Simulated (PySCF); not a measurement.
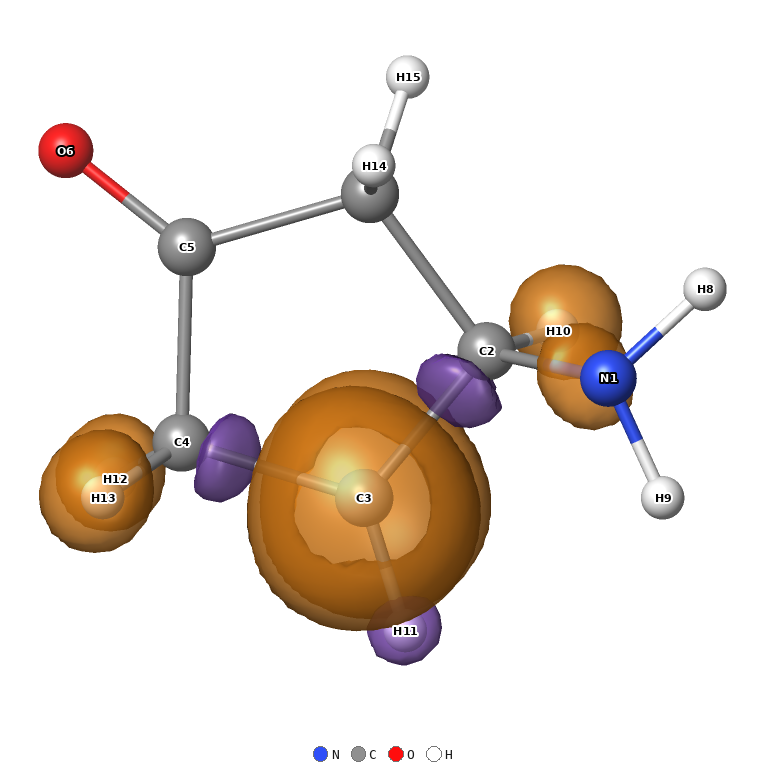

C₅H₈NO (SMILES N[C@H]1[CH]CC(=O)C1) (doublet). Isosurfaces of the spin density (α minus β) at +0.03 (orange) and −0.03 e/Å³ (purple), seen at an oblique angle.

Geometry: GFN2-xTB.

The calculation used UKS B3LYP, pcH-1 on C H N O, non-relativistic, mean-field spin-orbit, GIAO (PySCF).

```xyz
15

N    -2.0452   -0.0157    0.2849
C    -0.7740    0.0485   -0.4367
C     0.0646    1.1943   -0.0109
C     1.4404    0.8023    0.3391
C     1.4877   -0.6985    0.1317
O     2.4740   -1.3831    0.1762
C     0.0830   -1.1896   -0.1338
H    -2.6709   -0.6814   -0.1562
H    -2.5005    0.8901    0.2863
H    -0.9542    0.1143   -1.5337
H    -0.3068    2.1986    0.0532
H     2.2092    1.2968   -0.2682
H     1.7008    1.0293    1.3819
H    -0.2845   -1.6549    0.7841
H     0.0721   -1.9430   -0.9200
```

### Where is the unpaired spin?

The unpaired spin (1 electron) lies mostly on C3 (about 0.7), in electrons by Hirshfeld's partition.
